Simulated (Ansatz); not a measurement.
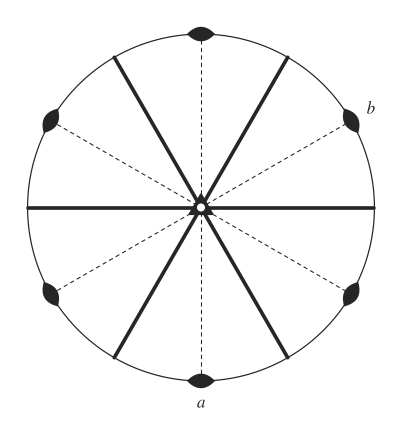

Stereographic projection: heavy lines are mirror planes (a heavy rim: a mirror in the plane of the page); lens, triangle, square and hexagon are 2-, 3-, 4- and 6-fold axes, a lens in an open square is −4, a triangle in an open hexagon −6; thin dashed diameters join the ends of axes that lie in the page; a small open circle marks inversion. The c axis points at the viewer. Computed from the symmetry operations of a computed or model structure of composition Li7Sb, which need not be its known form.

### Name the crystal class.

-3m (D3d), order 12, trigonal system: one threefold axis, three twofold axes, three mirror planes, an inversion centre.

### Can such a crystal be piezoelectric, pyroelectric or chiral?

It is centrosymmetric, so neither piezoelectric nor pyroelectric; it is not chiral.
